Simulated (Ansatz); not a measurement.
# GaSiBH6: small, medium and large basis sets

How large a basis does GaSiBH6 need? Two functionals are run in growing sets.

Computed with Ansatz 0.2.0, Gaussian basis. Level: one geometry, several basis sets.

Levels to be run: PBE0-D4/def2-SVP; ωB97M-V/def2-SVP; PBE0-D4/def2-QZVPP; ωB97M-V/def2-QZVPP; the functionals' def2-TZVPP values are taken from earlier runs.

### 1 Structure used throughout

An earlier PBE0-D4 in a triple-zeta def2 set relaxation fixed the geometry.

SMILES `[BH2][GaH][SiH3]`, 9 atoms, charge 0, spin multiplicity 1.

Atoms are counted from 1 here; the program's logs count them from 0.

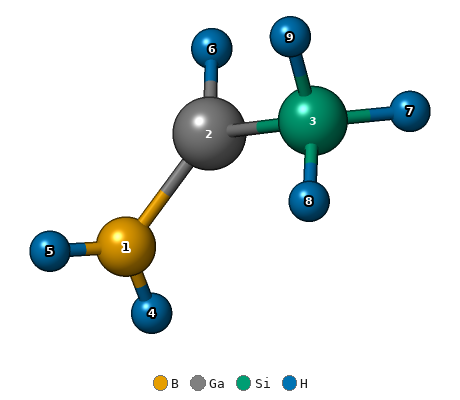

The structure; boron amber, gallium grey, silicon teal, hydrogen blue; atoms are numbered from 1 in the order of the file.

### 2 PBE0-D4 in def2-SVP

in.yaml

```yaml
crystal:
  periodic: [false, false, false]
  atoms:
    - {symbol: B, position_ang: [-1.485983, 0.688115, -1.467082]}
    - {symbol: Ga, position_ang: [0.336149, 0.689735, -0.510026]}
    - {symbol: Si, position_ang: [0.857484, -0.859011, 1.280882]}
    - {symbol: H, position_ang: [-1.697656, 0.002076, -2.426766]}
    - {symbol: H, position_ang: [-2.412773, 1.334946, -1.068201]}
    - {symbol: H, position_ang: [1.502505, 1.685860, -0.873936]}
    - {symbol: H, position_ang: [2.037135, -1.692396, 0.909265]}
    - {symbol: H, position_ang: [-0.259027, -1.785322, 1.617452]}
    - {symbol: H, position_ang: [1.210767, -0.110204, 2.521210]}
basis:
  gaussian: {orbitals: def2-SVP}
hamiltonian: {xc: pbe0, dispersion: d4}
output: {orbitals: {seedname: orbitals}}
```

Command:

```bash
$ ansatz run in.yaml --threads 2 --pin off --events-out ev --progress --plain --max-ram 4352MiB
```

Output:

```text
Functional definition: PBE0
  name "PBE0"
  cite "Adamo & Barone, J. Chem. Phys. 110, 6158 (1999) doi:10.1063/1.478522"
  cite "Perdew, Burke & Ernzerhof, Phys. Rev. Lett. 77, 3865 (1996) doi:10.1103/PhysRevLett.77.3865"
  parent pbe
  parameter a = 0.25
  parameter kappa = 0.804
  parameter beta = 0.06672455060314922
  exchange = (1 - a)*pbe_x(kappa = kappa, mu = beta*pi^2/3) + a*exact_x
  correlation = pbe_c(beta = beta)
944 factors; integrals over basis functions are off by at most 1.1e-3 eV
mean field evaluation 1: about -61005.5087 eV, gradient 2.4e1 eV
mean field evaluation 2: about -61005.7574 eV, gradient 2.6e1 eV
mean field evaluation 4: about -61006.8557 eV, gradient 6.5e-1 eV
mean field evaluation 8: about -61006.8900 eV, gradient 5.5e-2 eV
mean field -61006.88999703 eV, -2241.9618554356 hartree, gradient 6.6e-5 eV, S^2 0.000000; 0 other end points of the search recorded, 0 dependent functions left out
reference -61006.89002824 eV, -2241.9618565827 hartree; 28, 28 occupied and 66, 66 virtual orbitals, 944 factors
Total energy: -61007.03017251 eV, -2241.9670067893 hartree
```

Wall time 1.8 s (2 threads of Arm Neoverse V1, shared host).

### 3 ωB97M-V in def2-SVP

Changes to in.yaml since step 2:

```diff
@@ -14,3 +14,3 @@
   gaussian: {orbitals: def2-SVP}
-hamiltonian: {xc: pbe0, dispersion: d4}
+hamiltonian: {xc: {name: wB97M-V}}
 output: {orbitals: {seedname: orbitals}}
```

Launched as before.

Output:

```text
Functional definition: wB97M-V
  name "wB97M-V"
  cite "Mardirossian & Head-Gordon, J. Chem. Phys. 144, 214110 (2016) doi:10.1063/1.4952647"
  cite "Becke, J. Chem. Phys. 107, 8554 (1997) doi:10.1063/1.475007"
  cite "Vydrov & Van Voorhis, J. Chem. Phys. 133, 244103 (2010) doi:10.1063/1.3521275"
  # Of w^i u^j: cxij and so on, Table III.
  parameter omega = 0.3/bohr
  parameter cx = 0.15
  parameter cx01 = 1.007
  parameter cx10 = 0.259
  parameter css00 = 0.443
  parameter css04 = -1.437
  parameter css10 = -4.535
  parameter css20 = -3.390
  parameter css43 = 4.278
  parameter cos00 = 1.000
  parameter cos10 = 1.358
  parameter cos20 = 2.924
  parameter cos21 = -8.812
  parameter cos60 = -1.390
  parameter cos61 = 9.142
  parameter b = 6.0
  parameter c = 0.01
  gx(w, u) = 1 - cx + cx01*u + cx10*w
  gss(w, u) = css00 + css04*u^4 + css10*w + css20*w^2 + css43*w^4*u^3
  gos(w, u) = cos00 + cos10*w + (cos20 + cos21*u)*w^2 + (cos60 + cos61*u)*w^6
  exchange = spin_sum(e_x_unif_sr(omega)*gx(b97_w, b97_u_x)) + cx*exact_x_sr(omega) + exact_x_lr(omega)
  correlation = spin_sum(e_c_pw_mod_same_spin*gss(b97_w, b97_u_same))
      + integral(e_c_pw_mod_opposite_spin*gos(b97_w_opposite, b97_u_opposite)) + vv10(b, c)
944 factors; integrals over basis functions are off by at most 1.1e-3 eV
319 factors; integrals over basis functions are off by at most 1.0e-5 eV
mean field evaluation 1: about -61012.9179 eV, gradient 2.0e1 eV
mean field evaluation 2: about -61013.4214 eV, gradient 1.7e1 eV
mean field evaluation 4: about -61013.7675 eV, gradient 5.5e-1 eV
mean field evaluation 8: about -61013.7918 eV, gradient 3.9e-2 eV
mean field evaluation 16: about -61013.7919 eV, gradient 1.0e-4 eV
mean field -61013.79186643 eV, -2242.2154944579 hartree, gradient 2.4e-5 eV, S^2 0.000000; 0 other end points of the search recorded, 0 dependent functions left out
reference -61013.79191702 eV, -2242.2154963169 hartree; 28, 28 occupied and 66, 66 virtual orbitals, 944 factors
Total energy: -61013.79191702 eV, -2242.2154963169 hartree
```

Run time: 8.5 s. Hardware: 2 threads of Arm Neoverse V1, shared host; peak memory 0.27 GiB.

### 4 PBE0-D4 in def2-QZVPP

Changes to in.yaml since step 3:

```diff
@@ -13,4 +13,4 @@
 basis:
-  gaussian: {orbitals: def2-SVP}
-hamiltonian: {xc: {name: wB97M-V}}
+  gaussian: {orbitals: "def2-QZVPP.json"}
+hamiltonian: {xc: pbe0, dispersion: d4}
 output: {orbitals: {seedname: orbitals}}
```

Launched as before.

Output:

```text
Functional definition: PBE0
  name "PBE0"
  cite "Adamo & Barone, J. Chem. Phys. 110, 6158 (1999) doi:10.1063/1.478522"
  cite "Perdew, Burke & Ernzerhof, Phys. Rev. Lett. 77, 3865 (1996) doi:10.1103/PhysRevLett.77.3865"
  parent pbe
  parameter a = 0.25
  parameter kappa = 0.804
  parameter beta = 0.06672455060314922
  exchange = (1 - a)*pbe_x(kappa = kappa, mu = beta*pi^2/3) + a*exact_x
  correlation = pbe_c(beta = beta)
1538 factors; their error is unknown
mean field evaluation 1: about -61016.5285 eV, gradient 3.1e1 eV
mean field evaluation 2: about -61016.9254 eV, gradient 3.7e1 eV
mean field evaluation 4: about -61018.5069 eV, gradient 1.3e0 eV
mean field evaluation 8: about -61018.6643 eV, gradient 3.9e-2 eV
mean field -61018.66430337 eV, -2242.3945532126 hartree, gradient 2.4e-5 eV, S^2 0.000000; 0 other end points of the search recorded, 0 dependent functions left out
reference -61018.66435338 eV, -2242.3945550504 hartree; 28, 28 occupied and 368, 368 virtual orbitals, 1538 factors
Total energy: -61018.80449764 eV, -2242.3997052570 hartree
```

Run time: 13 s. Hardware: 2 threads of Arm Neoverse V1, shared host; peak memory 1.1 GiB.

### 5 ωB97M-V in def2-QZVPP

Changes to in.yaml since step 4:

```diff
@@ -14,3 +14,3 @@
   gaussian: {orbitals: "def2-QZVPP.json"}
-hamiltonian: {xc: pbe0, dispersion: d4}
+hamiltonian: {xc: {name: wB97M-V}}
 output: {orbitals: {seedname: orbitals}}
```

Same command.

Output:

```text
Functional definition: wB97M-V
  name "wB97M-V"
  cite "Mardirossian & Head-Gordon, J. Chem. Phys. 144, 214110 (2016) doi:10.1063/1.4952647"
  cite "Becke, J. Chem. Phys. 107, 8554 (1997) doi:10.1063/1.475007"
  cite "Vydrov & Van Voorhis, J. Chem. Phys. 133, 244103 (2010) doi:10.1063/1.3521275"
  # Of w^i u^j: cxij and so on, Table III.
  parameter omega = 0.3/bohr
  parameter cx = 0.15
  parameter cx01 = 1.007
  parameter cx10 = 0.259
  parameter css00 = 0.443
  parameter css04 = -1.437
  parameter css10 = -4.535
  parameter css20 = -3.390
  parameter css43 = 4.278
  parameter cos00 = 1.000
  parameter cos10 = 1.358
  parameter cos20 = 2.924
  parameter cos21 = -8.812
  parameter cos60 = -1.390
  parameter cos61 = 9.142
  parameter b = 6.0
  parameter c = 0.01
  gx(w, u) = 1 - cx + cx01*u + cx10*w
  gss(w, u) = css00 + css04*u^4 + css10*w + css20*w^2 + css43*w^4*u^3
  gos(w, u) = cos00 + cos10*w + (cos20 + cos21*u)*w^2 + (cos60 + cos61*u)*w^6
  exchange = spin_sum(e_x_unif_sr(omega)*gx(b97_w, b97_u_x)) + cx*exact_x_sr(omega) + exact_x_lr(omega)
  correlation = spin_sum(e_c_pw_mod_same_spin*gss(b97_w, b97_u_same))
      + integral(e_c_pw_mod_opposite_spin*gos(b97_w_opposite, b97_u_opposite)) + vv10(b, c)
1513 factors; their error is unknown
365 factors; integrals over basis functions are off by at most 1.1e-5 eV
mean field evaluation 1: about -61024.3067 eV, gradient 2.5e1 eV
mean field evaluation 2: about -61025.0399 eV, gradient 2.5e1 eV
mean field evaluation 4: about -61025.5267 eV, gradient 9.9e-1 eV
mean field evaluation 8: about -61025.6228 eV, gradient 3.0e-1 eV
mean field evaluation 16: about -61025.6229 eV, gradient 5.8e-5 eV
mean field -61025.62287960 eV, -2242.6502761723 hartree, gradient 5.9e-5 eV, S^2 0.000000; 0 other end points of the search recorded, 0 dependent functions left out
reference -61025.62295999 eV, -2242.6502791268 hartree; 28, 28 occupied and 368, 368 virtual orbitals, 1513 factors
Total energy: -61025.62295999 eV, -2242.6502791268 hartree
```

Run time: 29 s. Hardware: 2 threads of Arm Neoverse V1, shared host; peak memory 1.4 GiB.

### 6 Functionals by basis

The def2-TZVPP values come from earlier runs at the same geometry.

```csv
functional,basis,functions,energy (eV),from the largest (eV),HOMO (eV),LUMO (eV)
PBE0-D4,def2-SVP,94,-61007.0302,11.774,-7.22,-2.23
PBE0-D4,def2-TZVPP,205,-61017.3117,1.493,-7.21,-2.27
PBE0-D4,def2-QZVPP,396,-61018.8045,0.000,-7.21,-2.28
ωB97M-V,def2-SVP,94,-61013.7919,11.831,-9.18,-0.21
ωB97M-V,def2-TZVPP,205,-61024.1731,1.450,-9.20,-0.37
ωB97M-V,def2-QZVPP,396,-61025.6230,0.000,-9.20,-0.42
```

### 7 What came out

```
                                       quantity           value
PBE0-D4: double and triple zeta above quadruple  11.77, 1.49 eV
ωB97M-V: double and triple zeta above quadruple  11.83, 1.45 eV
```

What this shows: For PBE0-D4 the step from double to triple zeta gains 10.28 eV and the next only 1.49 eV. Total energies overstate the basis error of differences, where much of it tends to cancel.

For PBE0-D4 the largest set took about 7 times as long as the smallest (13 s against 1.8 s).
